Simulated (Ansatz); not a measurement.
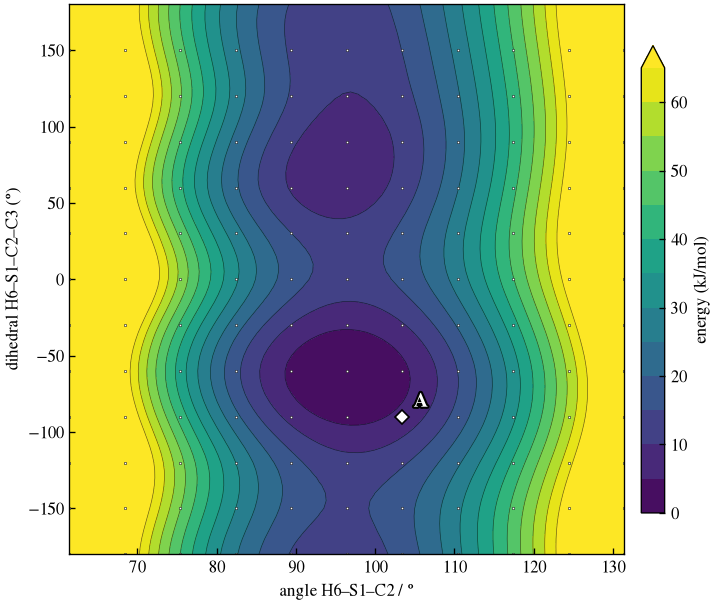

C₂H₅BS₂, SMILES SCC1BS1. First axis: angle H6–S1–C2. Second axis: dihedral H6–S1–C2–C3. Nothing is relaxed (all other coordinates rigid). Grid: 11 × 12 points. Energies: kJ/mol, counted from the relaxed molecule at the same level. These are results of Ansatz 0.2.0, RKS PBE0-D4/def2-SVP, not measurements.

Drawn: filled contours, dots at the grid points, one colour for all values above the top of the scale, the point A. Between grid points the surface is interpolated.

> Is A at rest? If not, where is it pushed?

A, at angle H6–S1–C2 = 103.4°, dihedral H6–S1–C2–C3 = −90°, is not a stationary point. The computed force is 0.97 kJ/mol for each degree towards smaller values of angle H6–S1–C2 and 0.22 kJ/mol for each degree towards larger values of dihedral H6–S1–C2–C3.
